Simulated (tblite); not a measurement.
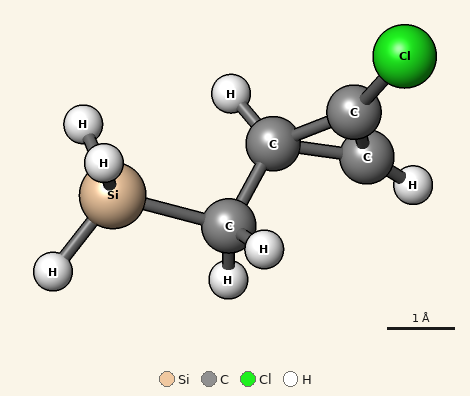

Figure 1. The input geometry (ball-and-stick view, seen at a tilt). Bond lengths as drawn: C–C 1.35 to 1.51 Å, C–Cl 1.76 Å, C–H 1.08 to 1.12 Å, C–Si 1.85 Å and H–Si 1.46 to 1.47 Å.

**Geometry relaxation, with input and output: C4H7ClSi**

System: C4H7ClSi.
Method: GFN2-xTB geometry optimisation, gas phase (tblite 0.8.0).

It belongs to a series of runs on one base structure; here: constitutional isomer.

**The program's output**
```
step      E/eV     max force
  0    -497.95288    2.456
  1    -498.12117    1.322
  2    -498.20440    1.427
  3    -498.24044    0.633
  4    -498.25611    0.322
  5    -498.26973    0.305
  6    -498.27690    0.302
  7    -498.28238    0.181
  8    -498.28741    0.183
  9    -498.29239    0.195
 10    -498.29680    0.200
 11    -498.30025    0.157
 12    -498.30268    0.160
 13    -498.30443    0.133
 14    -498.30586    0.095
 15    -498.30729    0.110
 16    -498.30884    0.103
 17    -498.31022    0.103
 18    -498.31113    0.081
 19    -498.31171    0.055
 20    -498.31220    0.067
 21    -498.31279    0.081
 22    -498.31364    0.089
 23    -498.31491    0.102
 24    -498.31661    0.112
 25    -498.31843    0.103
 26    -498.31984    0.093
 27    -498.32084    0.087
 28    -498.32210    0.115
 29    -498.32430    0.146
 30    -498.32746    0.184
 31    -498.33073    0.202
 32    -498.33377    0.145
 33    -498.33637    0.131
 34    -498.33885    0.147
 35    -498.34166    0.137
 36    -498.34413    0.098
 37    -498.34597    0.115
 38    -498.34741    0.152
 39    -498.34887    0.140
 40    -498.35073    0.091
 41    -498.35304    0.086
 42    -498.35391    0.107
 43    -498.35593    0.126
 44    -498.35781    0.120
 45    -498.36046    0.116
 46    -498.36290    0.138
 47    -498.36528    0.158
 48    -498.36747    0.161
 49    -498.36983    0.142
 50    -498.37253    0.131
 51    -498.37520    0.153
 52    -498.37728    0.168
 53    -498.37855    0.112
 54    -498.37921    0.076
 55    -498.37965    0.058
 56    -498.38027    0.056
 57    -498.38058    0.039
 58    -498.38072    0.031
 59    -498.38079    0.021
 60    -498.38087    0.026
 61    -498.38094    0.025
 62    -498.38100    0.034
 63    -498.38105    0.024
 64    -498.38109    0.016
 65    -498.38113    0.016
 66    -498.38115    0.012
 67    -498.38117    0.015
 68    -498.38120    0.013
 69    -498.38123    0.015
 70    -498.38126    0.014
 71    -498.38130    0.014
 72    -498.38134    0.013
 73    -498.38136    0.012
 74    -498.38139    0.015
 75    -498.38142    0.018
 76    -498.38146    0.016
 77    -498.38150    0.014
 78    -498.38153    0.013
 79    -498.38155    0.014
 80    -498.38158    0.015
 81    -498.38163    0.020
 82    -498.38169    0.023
 83    -498.38178    0.027
 84    -498.38190    0.039
 85    -498.38204    0.045
 86    -498.38219    0.039
 87    -498.38235    0.030
 88    -498.38249    0.027
 89    -498.38260    0.018
 90    -498.38266    0.014
 91    -498.38269    0.015
 92    -498.38273    0.017
 93    -498.38280    0.026
 94    -498.38291    0.029
 95    -498.38302    0.022
 96    -498.38309    0.014
 97    -498.38312    0.014
 98    -498.38315    0.014
 99    -498.38319    0.018
100    -498.38324    0.021
101    -498.38326    0.011
102    -498.38328    0.006
```

**Trajectory as extended XYZ (Å, eV, eV/Å), 8 of the 103 frames kept, from step=0 to step=102**
```
13
Properties=species:S:1:pos:R:3:forces:R:3 step=0 energy=-497.95288
Si   -1.9460    0.2554    0.3309   -1.2710   0.6350   0.1990
C    -0.4082   -0.6809   -0.1046   -0.0140  -0.2020   0.6030
C     0.6672    0.3275   -0.4364   -0.5650   0.2820   0.3200
C     1.9673   -0.2594   -0.8149    1.6590   0.5230   1.7340
C     1.8865    0.2709    0.4192    1.4630  -0.7250  -1.3550
Cl    2.7365    0.6171    1.9178   -0.9450  -0.2820  -1.3490
H    -3.1352   -0.4926   -0.0643   -0.1080  -0.0760  -0.0020
H    -2.0490    0.5640    1.7536    0.0760  -0.0020   0.0730
H    -1.9341    1.5200   -0.4193   -0.0880  -0.0490   0.0450
H    -0.1086   -1.3114    0.7722    0.0100   0.3730  -0.9150
H    -0.5975   -1.3309   -0.9552    0.1700  -0.1450  -0.0270
H     0.3606    1.3068   -0.8606    0.0390  -0.7000   0.1920
H     2.5561   -0.7860   -1.5560   -0.4260   0.3680   0.4810
13
Properties=species:S:1:pos:R:3:forces:R:3 step=15 energy=-498.30729
Si   -2.0267    0.2823    0.3477   -0.0820   0.0660   0.0320
C    -0.4250   -0.6467   -0.0898   -0.0860  -0.0240  -0.0260
C     0.7254    0.2828   -0.4101    0.0200  -0.0090  -0.0570
C     2.0835   -0.2747   -0.8066   -0.0050  -0.0030   0.0370
C     1.9864    0.2499    0.3806    0.0460  -0.0310   0.0280
Cl    2.6685    0.6382    1.8628    0.0480   0.0170   0.0500
H    -3.2006   -0.5066   -0.0321    0.0330  -0.0460   0.0270
H    -2.0757    0.5763    1.7785    0.0180  -0.0010   0.0330
H    -2.0565    1.5390   -0.4019   -0.0140   0.0250  -0.0200
H    -0.1393   -1.3185    0.7202    0.0380  -0.0210  -0.0010
H    -0.6126   -1.2830   -0.9565   -0.0100  -0.0340  -0.0700
H     0.4224    1.2278   -0.8494   -0.0160   0.0630  -0.0610
H     2.6459   -0.7663   -1.5611    0.0100  -0.0010   0.0300
13
Properties=species:S:1:pos:R:3:forces:R:3 step=29 energy=-498.32430
Si   -2.0381    0.2977    0.3748    0.1340  -0.0570   0.0050
C    -0.4499   -0.6117   -0.1550    0.1180  -0.0380  -0.0300
C     0.7402    0.2850   -0.4410   -0.0640   0.0490   0.0390
C     2.1020   -0.3080   -0.7538    0.0560  -0.0270   0.0370
C     1.9704    0.2600    0.4098   -0.0240  -0.0510  -0.0290
Cl    2.6596    0.6662    1.8881   -0.0760   0.0410   0.0100
H    -3.1557   -0.5996    0.0946   -0.0990  -0.0060   0.0020
H    -1.9987    0.6086    1.7972    0.0170   0.0320   0.1230
H    -2.1729    1.5375   -0.3823   -0.0250   0.0560  -0.0770
H    -0.1703   -1.3469    0.6058   -0.0080   0.0300  -0.1050
H    -0.6722   -1.1770   -1.0657    0.0200  -0.0150   0.0290
H     0.4756    1.2179   -0.9357   -0.0130   0.0060   0.0230
H     2.7056   -0.8293   -1.4546   -0.0350  -0.0200  -0.0270
13
Properties=species:S:1:pos:R:3:forces:R:3 step=44 energy=-498.35781
Si   -1.9691    0.2745    0.4576   -0.0170   0.0740   0.0270
C    -0.4671   -0.5623   -0.3590   -0.0520   0.0390  -0.0150
C     0.7663    0.2952   -0.5204    0.0320   0.0300   0.0190
C     2.1213   -0.3811   -0.6139    0.0220   0.0220   0.0000
C     1.8733    0.2700    0.4849   -0.0800   0.0210   0.0120
Cl    2.3640    0.8085    1.9988   -0.0200  -0.0340   0.0010
H    -3.0681   -0.6984    0.5109    0.0600   0.0520  -0.0060
H    -1.6383    0.7182    1.8108    0.0200  -0.0010   0.0050
H    -2.3761    1.4275   -0.3540    0.0200  -0.0420   0.0330
H    -0.1791   -1.4520    0.1996   -0.0690  -0.0890   0.0320
H    -0.7784   -0.8966   -1.3515    0.0330  -0.0700  -0.0360
H     0.6100    1.2119   -1.0833   -0.0620   0.0030  -0.0390
H     2.7369   -1.0151   -1.1982    0.1150  -0.0050  -0.0330
13
Properties=species:S:1:pos:R:3:forces:R:3 step=58 energy=-498.38072
Si   -1.9028    0.2917    0.4767    0.0050  -0.0070   0.0040
C    -0.4911   -0.6124   -0.4281    0.0000   0.0040  -0.0090
C     0.7406    0.2531   -0.5648    0.0030   0.0010  -0.0030
C     2.1328   -0.3561   -0.5811   -0.0080  -0.0060  -0.0230
C     1.7837    0.2759    0.5017    0.0210   0.0080   0.0220
Cl    2.1503    0.7973    2.0560   -0.0110   0.0010   0.0080
H    -3.0215   -0.6328    0.6654   -0.0100  -0.0030  -0.0130
H    -1.4207    0.7533    1.7771   -0.0050   0.0150   0.0110
H    -2.3354    1.4325   -0.3342    0.0050  -0.0010   0.0170
H    -0.2285   -1.5268    0.1064    0.0110   0.0020   0.0030
H    -0.8212   -0.9150   -1.4241   -0.0160  -0.0120  -0.0070
H     0.5684    1.1632   -1.1362    0.0010   0.0000  -0.0140
H     2.8411   -0.9233   -1.1324    0.0030  -0.0020   0.0050
13
Properties=species:S:1:pos:R:3:forces:R:3 step=73 energy=-498.38136
Si   -1.8995    0.2904    0.4830    0.0020   0.0000  -0.0070
C    -0.4894   -0.6121   -0.4268    0.0000  -0.0050  -0.0040
C     0.7412    0.2537   -0.5728    0.0000  -0.0070  -0.0020
C     2.1328   -0.3560   -0.5840    0.0070   0.0020   0.0080
C     1.7825    0.2803    0.4961    0.0010   0.0080   0.0040
Cl    2.1360    0.7952    2.0556   -0.0020   0.0090  -0.0010
H    -3.0240   -0.6319    0.6521    0.0010   0.0010  -0.0010
H    -1.4298    0.7509    1.7888    0.0020  -0.0090   0.0040
H    -2.3229    1.4394   -0.3202   -0.0010   0.0070   0.0020
H    -0.2195   -1.5236    0.1094   -0.0020   0.0020   0.0030
H    -0.8273   -0.9206   -1.4187   -0.0060  -0.0010  -0.0030
H     0.5696    1.1589   -1.1522   -0.0020   0.0020   0.0060
H     2.8458   -0.9240   -1.1281   -0.0010  -0.0090  -0.0080
13
Properties=species:S:1:pos:R:3:forces:R:3 step=87 energy=-498.38235
Si   -1.8899    0.2864    0.4931    0.0050   0.0110  -0.0050
C    -0.4911   -0.6121   -0.4372    0.0050   0.0070  -0.0020
C     0.7416    0.2493   -0.5904    0.0150  -0.0090  -0.0190
C     2.1339   -0.3618   -0.5728   -0.0210  -0.0150   0.0130
C     1.7707    0.2985    0.4890    0.0020   0.0210  -0.0160
Cl    2.0996    0.8605    2.0374    0.0140  -0.0040   0.0000
H    -3.0299   -0.6233    0.6153   -0.0120   0.0030   0.0010
H    -1.4171    0.6778    1.8197   -0.0020  -0.0010   0.0160
H    -2.2864    1.4803   -0.2573    0.0060  -0.0110  -0.0020
H    -0.2189   -1.5235    0.0970   -0.0030  -0.0230   0.0040
H    -0.8385   -0.9187   -1.4259   -0.0030   0.0000  -0.0130
H     0.5760    1.1414   -1.1917    0.0060  -0.0040   0.0090
H     2.8456   -0.9542   -1.0939   -0.0110   0.0250   0.0130
13
Properties=species:S:1:pos:R:3:forces:R:3 step=102 energy=-498.38328
Si   -1.8809    0.2803    0.5053    0.0030  -0.0050  -0.0020
C    -0.4936   -0.6230   -0.4385   -0.0020  -0.0030  -0.0020
C     0.7373    0.2390   -0.6044    0.0020  -0.0010   0.0000
C     2.1311   -0.3638   -0.5619    0.0010   0.0030  -0.0010
C     1.7607    0.3253    0.4786    0.0020   0.0020  -0.0010
Cl    2.0871    0.9269    2.0127    0.0000   0.0010  -0.0010
H    -3.0587   -0.5872    0.5637   -0.0020  -0.0030   0.0010
H    -1.4249    0.5913    1.8594   -0.0020   0.0030   0.0020
H    -2.2170    1.5171   -0.2025    0.0020   0.0040   0.0000
H    -0.2185   -1.5366    0.0914   -0.0050  -0.0010  -0.0040
H    -0.8502   -0.9259   -1.4255   -0.0020  -0.0030   0.0030
H     0.5707    1.1144   -1.2293    0.0020   0.0040   0.0030
H     2.8524   -0.9573   -1.0668    0.0000  -0.0020   0.0020
```

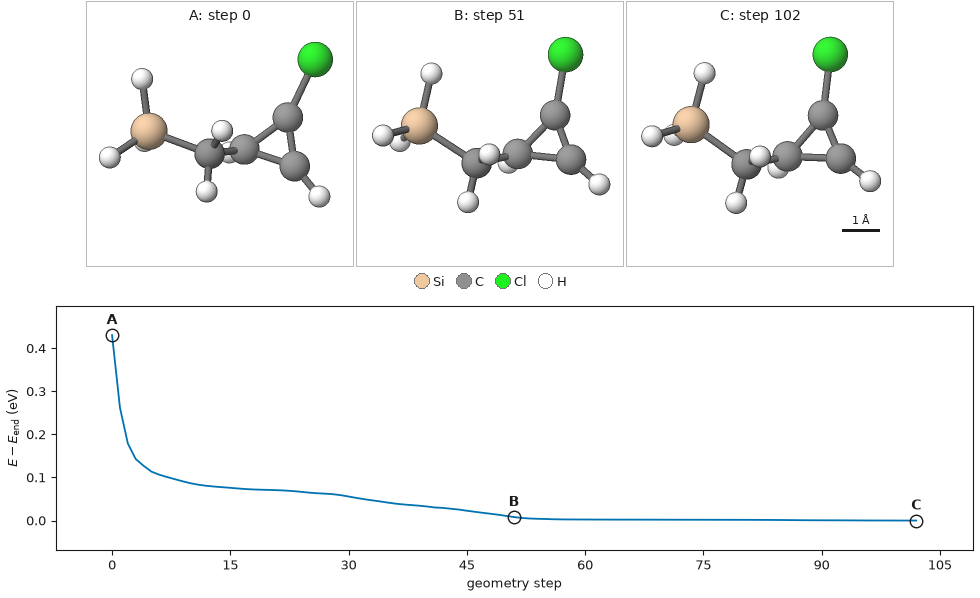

Figure 2. Frames of the relaxation (ball-and-stick view, seen at a tilt) above the curves, on which the letters mark them (steps are counted from 0).

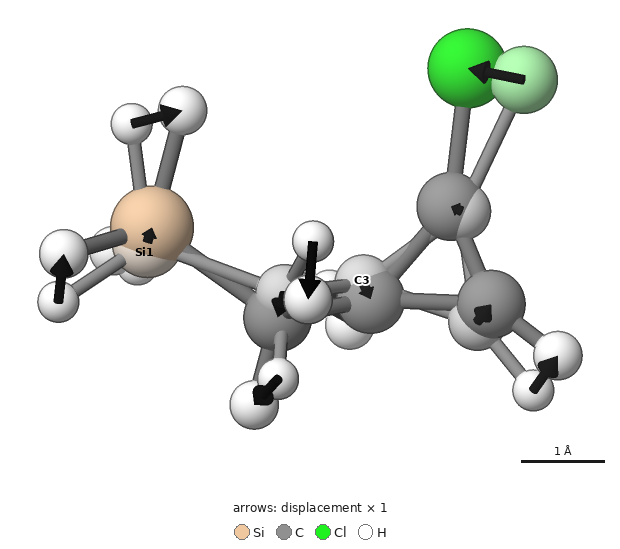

Figure 3. Start (faint) and end (solid) with the displacements as black arrows, at true length (ball-and-stick view, seen at a tilt). The two geometries are laid on each other by the best rigid fit. The largest move after the best rigid fit is that of Cl6, 0.73 Å. By element the largest moves are Cl 0.73 Å, H 0.71 Å, C 0.34 Å, Si 0.19 Å. Distances before and after: C5–Cl6 1.757 → 1.680 Å, Si1–C2 1.852 → 1.906 Å, C4–C5 1.346 → 1.302 Å, C3–C4 1.476 → 1.519 Å. Among the angles that change: C3–C5–Cl6 151.4° → 144.7°, C2–C3–C4 114.7° → 121.2°, C2–C3–C5 115.5° → 120.8°. Over 102 geometry steps the energy falls by 0.430 eV. The largest force component goes from 1.7 to 0.005 eV/Å. (Atoms are counted from 1 in the order of the input.)

The run was set up as follows.

**Input**
```
{"job": {"kind": "relax", "xc": "GFN2-xTB", "basis": "xTB"}, "charge": 0, "multiplicity": 1}
Si    -1.946000     0.255400     0.330900
C     -0.408200    -0.680900    -0.104600
C      0.667200     0.327500    -0.436400
C      1.967300    -0.259400    -0.814900
C      1.886500     0.270900     0.419200
Cl     2.736500     0.617100     1.917800
H     -3.135200    -0.492600    -0.064300
H     -2.049000     0.564000     1.753600
H     -1.934100     1.520000    -0.419300
H     -0.108600    -1.311400     0.772200
H     -0.597500    -1.330900    -0.955200
H      0.360600     1.306800    -0.860600
H      2.556100    -0.786000    -1.556000
```

The first line tells a small driver script what to run in tblite; the rest is the geometry in Å.

Command:
```bash
OMP_NUM_THREADS=1 python <driver script> task.json out
```

**Results in brief**

| quantity | value |
| --- | --- |
| outcome | converged |
| total energy | −498.3833 eV |
| hardware | 1 CPU thread, shared host |
| wall time | 1.9 s |
| peak memory | 0.18 GiB |
